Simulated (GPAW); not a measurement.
# O K ELNES/XANES of SrNbO3 (Pm-3m) from DFT, part 3 of 3

Aim: the near-edge shape at the O K edge of SrNbO3 (Pm-3m), and what the core hole does to it.

GPAW 26.7.0; X-ray absorption from dipole matrix elements to empty bands, plane-wave PAW LDA.

So far. Step 5 (Spectrum with XCH, O atom 3): Main maxima below 24 eV (height): 0.8 eV (1.99), 3.4 eV (2.30), 10.2 eV (1.29) and 16.2 eV (1.03).  Step 5 (Spectrum with XCH, O atom 3): The total-energy difference is 535.30 eV. One term is added: -8.83 eV, since the hole is spin-paired here and a spin-polarised one costs that much less in the free atom (computed apart). The photon energy is then 526.47 eV.

### 8. Spectrum with XCH, O atom 3

This attempt departs from the first core-hole run: mixing parameter to 0.9 and limit of SCF steps to 50.

File xas.py:

```python
import numpy as np
from ase import Atoms
from ase.parallel import parprint, paropen
from gpaw import GPAW, PW, FermiDirac, Mixer, MixerDif, setup_paths
from gpaw.test import gen
setup_paths.insert(0, '.')
gen('O', name='fch1s', xcname='LDA', corehole=(1, 0, 1), write_xml=True)
from gpaw.mpi import world
world.barrier()

atoms = Atoms('Nb4Sr4O12',
    cell=[[4.06968976, 4.06968976, 4.06968976],
     [-4.06968976, 4.06968976, -4.06968976],
     [-4.06968976, 4.06968976, 4.06968976]],
    scaled_positions=[[0, 0, 0],
     [0.5, 0.5, 0],
     [0, 0.5, 0.5],
     [0.5, 0, 0.5],
     [0.5, 0, 0],
     [0, 0.5, 0],
     [0.5, 0.5, 0.5],
     [0, 0, 0.5],
     [0.25, 0, 0.75],
     [0.75, 0.5, 0.75],
     [0.25, 0.5, 0.25],
     [0.75, 0, 0.25],
     [0, 0.75, 0.25],
     [0.5, 0.25, 0.25],
     [0, 0.25, 0.75],
     [0.5, 0.75, 0.75],
     [0.25, 0.25, 0],
     [0.75, 0.75, 0],
     [0.25, 0.75, 0.5],
     [0.75, 0.25, 0.5]],
    pbc=True)
atoms.calc = calc = GPAW(legacy_gpaw=True, mode=PW(500), xc='LDA', setups={8: 'fch1s'},
    kpts={'size': (4, 4, 4), 'gamma': True}, occupations=FermiDirac(0.1),
    charge=-1, mixer=Mixer(0.9, 5, 50), maxiter=50,
    convergence={'density': 0.0001}, txt='scf.txt')
energy = atoms.get_potential_energy() + calc.get_reference_energy()
ef = calc.get_fermi_level()
out = dict(energy=energy, fermi=ef, forces=atoms.get_forces().tolist())
parprint(f'all-electron energy {energy:.4f} eV, Fermi level {ef:.4f} eV')
ev = np.array([[calc.get_eigenvalues(k, s) for k in range(len(calc.get_ibz_k_points()))] for s in range(calc.get_number_of_spins())])
out['homo'], out['lumo'], out['counts'] = ev[ev < ef].max(), ev[ev > ef].min(), sorted(set((ev < ef).sum((0, 2)).tolist()))
out['filled'] = (ev[:, 0] < ef).sum(1).tolist()

from ase.units import Ha
from gpaw.xas import dipole_matrix_elements
nb = int(calc.get_number_of_electrons() / 2) + 183
top, nb = nb, nb + 8 + nb // 12
nscf = calc.fixed_density(kpts={'size': (4, 4, 4), 'gamma': True}, nbands=nb,
    convergence={'bands': top, 'eigenstates': 1e-5}, maxiter=60, txt='nscf.txt')
cell = atoms.cell.array
ops = [cell.T @ U.T @ np.linalg.inv(cell.T) for U in nscf.wfs.kd.symmetry.op_scc]
E = np.arange(-6, 34, 0.1)
fwhm = np.interp(E, [4, 25], [0.9, 3.5])
Y, X, zero, highest = 0, 0, 1e9, 1e9
for spin in range(nscf.get_number_of_spins()):
    wfs = nscf.wfs
    A = dipole_matrix_elements(wfs.setups[8])
    eps = np.zeros((wfs.kd.nibzkpts, nb))
    d = np.zeros((3, A.shape[1], wfs.kd.nibzkpts, nb), complex)
    for kpt in wfs.kpt_u:
        if kpt.s == spin and 8 in kpt.P_ani:
            eps[kpt.k] = kpt.eps_n * Ha
            d[:, :, kpt.k] = (kpt.weight * wfs.nspins / 2) ** 0.5 * np.inner(A, kpt.P_ani[8])
    world.sum(eps)
    world.sum(d)
    T = np.einsum('amkn,bmkn->abkn', d, d.conj()).real
    T = sum(np.einsum('ai,ijkn,bj->abkn', R, T, R) for R in ops) / len(ops)
    empty = eps > ef
    zero, highest = min(zero, eps[empty].min()), min(highest, eps[:, top - 1].min())
    lines = [(eps, T, empty)] if spin == 0 else lines + [(eps, T, empty)]
for eps, T, empty in lines:
    f = np.einsum('aakn->akn', T).reshape(3, -1)
    x = eps.ravel() - zero
    w = np.interp(x, E, fwhm) / 2.35482
    g = np.exp(-0.5 * ((E[:, None] - x) / w) ** 2) / (w * (2 * np.pi) ** 0.5)
    Y = Y + (f * empty.ravel()) @ g.T
    X = X + (f * ~empty.ravel()) @ g.T
out.update(E=E.round(2).tolist(), xas=Y.tolist(), xes=X.tolist(), zero=zero, valid=highest - zero, nk=len(eps), nb=nb)
for i in range(0, len(E), 10):
    parprint(f'{E[i]:7.2f}', *(f'{v:10.3e}' for v in Y[:, i]))
import json
with paropen('out.json', 'w') as f:
    json.dump(out, f)
```

Command:

```bash
> OMP_NUM_THREADS=1 mpirun -n 4 gpaw python xas.py
```

Numbers of over 12 decimals in the logs are rounded to 6 here.

What it wrote:

```text
Input parameters:
  charge: -1
  convergence: {density: 0.0001}
  kpts: {gamma: True,
         size: (4, 4, 4)}
  maxiter: 50
  mixer: {backend: pulay,
          beta: 0.9,
          method: separate,
          nmaxold: 5,
          weight: 50}
  mode: {ecut: 500.0,
         name: pw}
  occupations: {fixmagmom: False,
                name: fermi-dirac,
                width: 0.1}
  setups: {8: fch1s}

Initialize ...

[...]
*p    :    -0.067100
*d    :     0.000000
--------------------------------

Diagonalizing with gridspacing h=0.050

state   all-electron     PAW
-------------------------------
2s:      -1.594915    -1.596334
2p:      -1.067100    -1.073375
*d:                   -0.060686
*f:                   -0.013559
-------------------------------
all-electron energy -784748.4267 eV, Fermi level 9.5708 eV
[...]
32.00  1.097e-04  4.628e-05  4.628e-05
  33.00  8.871e-05  3.764e-05  3.764e-05
[key lines of the parts left out:]
Converged after 20 iterations.
Dipole moment: (-0.469085, 0.000000, 0.000000) |e|*Ang
Free energy:   -195.249274
Fermi level: 9.57084
```

Run time: 7.4 min. Hardware: 4 MPI ranks of Arm Neoverse V1, shared host; peak memory 0.72 GiB; 30 min of CPU time.

The risk here was that the mixing parameter is far too large, yet the run reaches the same energy as before to within 5 meV: the setting changed the path, not the result.

This run also has another mesh (4×4×4 against 6×6×6), so the 2 % r.m.s. difference can't be laid on the changed setting alone. The highest intensity below 16 eV goes from 3.4 eV (2.30) to 3.3 eV (2.31).

### 9. With and without the hole

Both curves are counted from their own zero, so only the shift of weight within the empty states shows.

```csv
E (eV),no hole,XCH
-2.0,0.00,0.00
-1.0,0.01,0.00
0.0,0.53,0.63
1.0,1.62,1.77
2.0,0.79,0.53
3.0,0.86,2.01
4.0,1.69,1.94
5.0,2.02,1.42
6.0,1.45,1.24
7.0,1.19,0.97
8.0,0.92,0.68
9.0,0.71,0.84
10.0,0.99,1.27
11.0,1.31,1.03
12.0,0.98,0.58
13.0,0.66,0.44
14.0,0.52,0.52
15.0,0.56,0.82
16.0,0.77,1.03
17.0,0.88,0.94
18.0,0.79,0.71
19.0,0.65,0.55
20.0,0.52,0.46
21.0,0.40,0.40
22.0,0.33,0.40
23.0,0.33,0.47
24.0,0.37,0.58
25.0,0.45,0.70
26.0,0.53,0.84
27.0,0.63,1.00
28.0,0.75,1.16
29.0,0.89,1.30
30.0,1.01,1.35
31.0,1.06,1.25
```

With each curve scaled to its own mean, the area from −2 to 6 eV with the hole is 8.9 against 8.2, and the centre of weight from −1 to 20 eV moves by -0.3 eV (first and strongest maxima below 20 eV: 1.2 eV (1.72), 5.0 eV (2.02) and 11.0 eV (1.31) without the hole, 0.8 eV (1.99), 3.4 eV (2.30) and 10.2 eV (1.29) with it); the shape changes all the same, by 34 % r.m.s.

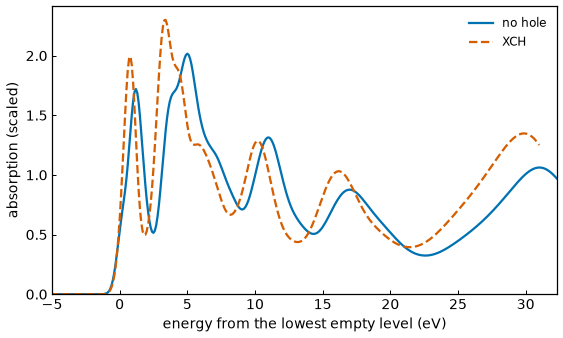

The O K edge with and without the core hole, each from its own zero; the highest intensity below 16 eV lies at 3.4 eV with the hole.

### 10. What came out

```yaml
absorber_and_edge: O K, atom 3 of the ground-state input (counted from 1)
surroundings: 2 Nb at 2.03 Å (linear, site symmetry 4/mmm)
highest_intensity_below_16_ev: 3.4 eV above the zero, height 2.30
photon_energy_of_the_zero_with_the_added_terms: 526.5 eV (raw 535.3 eV; LDA puts this hole about 4 eV below PBE, itself good to a few eV)
```

What this shows: The O K edge of atom 3, with 2 Nb at 2.03 Å (linear, site symmetry 4/mmm), has its highest intensity of the first 16 eV at 3.4 eV above the zero, near 530 eV in photon energy (LDA puts this hole about 4 eV below PBE, itself good to a few eV), 2.3 times the mean level of the first 20 eV (Gaussian full width 0.9 eV up to 4 eV, rising linearly to 3.5 eV at 25 eV). With each curve scaled to its own mean, the area from −2 to 6 eV with the hole is 8.9 against 8.2, and the centre of weight from −1 to 20 eV moves by -0.3 eV (first and strongest maxima below 20 eV: 1.2 eV (1.72), 5.0 eV (2.02) and 11.0 eV (1.31) without the hole, 0.8 eV (1.99), 3.4 eV (2.30) and 10.2 eV (1.29) with it); the shape changes all the same, by 34 % r.m.s. A cell with holes 4.1 Å apart changes the curve by 26 % r.m.s. (24 % after the best shift). 1 further run of this session is left out of this account as redundant. The primitive cell holds an odd number of electrons, so a spin-paired run has to come out metallic; that is right for a metal, but some such compounds are magnetic or distorted insulators. The structure is a computed Materials Project entry and may be a hypothetical form.

[Banner, clock and machine lines of the logs are left out without a mark of their own.]

[Logs are printed without paths, hosts, clocks, repeated set-up lines and the standing remarks that a program may print on its own settings, such as how far it seeks lower states.]

[Hosts, paths, dates, database ids (printed as entryN), source tags and the programs' standing remarks are cut or masked in the printed files.]

[Lists of maxima count a maximum above −3 eV only where it reaches 4 % of the highest in the window and stands out from its surroundings by 2 % of it (1.5 % where it reaches 55 %); shoulders and weaker maxima are passed over, and of the rest the first, up to two pre-edge ones and the few strongest are named.]
